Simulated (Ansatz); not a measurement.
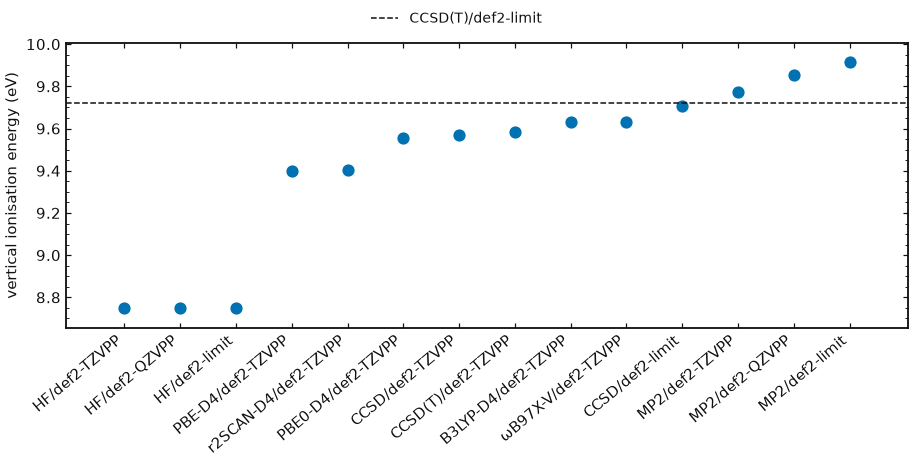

Vertical ionisation energy of C₂H₄BN, SMILES CB1C=N1, taken as the energy of the cation less that of the neutral at fixed geometry (unrestricted doublet cation, cores frozen in correlated methods, no spin-orbit coupling), the Ansatz code, at a PBE0-D4/def2-TZVP geometry (a minimum by its frequencies). Limit means an estimate of the basis limit from triple and quadruple zeta; for coupled cluster it is either extrapolated directly or built as the MP2 limit plus the step from MP2 in triple zeta. The distance of CCSD/def2-TZVPP, CCSD(T)/def2-TZVPP, MP2/def2-TZVPP and MP2/def2-QZVPP to the limit includes basis error.

### Which level comes closest to the line (CCSD(T)/def2-limit), and which misses most?

Closest CCSD/def2-limit (9.71 eV), against 9.72 eV; farthest HF/def2-TZVPP (8.75 eV).

### Give the values.

| level | eV | less CCSD(T)/def2-limit |
| --- | --- | --- |
| HF/def2-TZVPP | 8.75 | −0.97 |
| HF/def2-QZVPP | 8.75 | −0.97 |
| HF/def2-limit | 8.75 | −0.97 |
| PBE-D4/def2-TZVPP | 9.40 | −0.32 |
| r2SCAN-D4/def2-TZVPP | 9.40 | −0.32 |
| PBE0-D4/def2-TZVPP | 9.55 | −0.17 |
| CCSD/def2-TZVPP | 9.57 | −0.15 |
| CCSD(T)/def2-TZVPP | 9.58 | −0.14 |
| B3LYP-D4/def2-TZVPP | 9.63 | −0.09 |
| ωB97X-V/def2-TZVPP | 9.63 | −0.09 |
| CCSD/def2-limit | 9.71 | −0.01 |
| MP2/def2-TZVPP | 9.77 | 0.05 |
| MP2/def2-QZVPP | 9.85 | 0.13 |
| MP2/def2-limit | 9.91 | 0.19 |
| CCSD(T)/def2-limit | 9.72 | 0.00 |
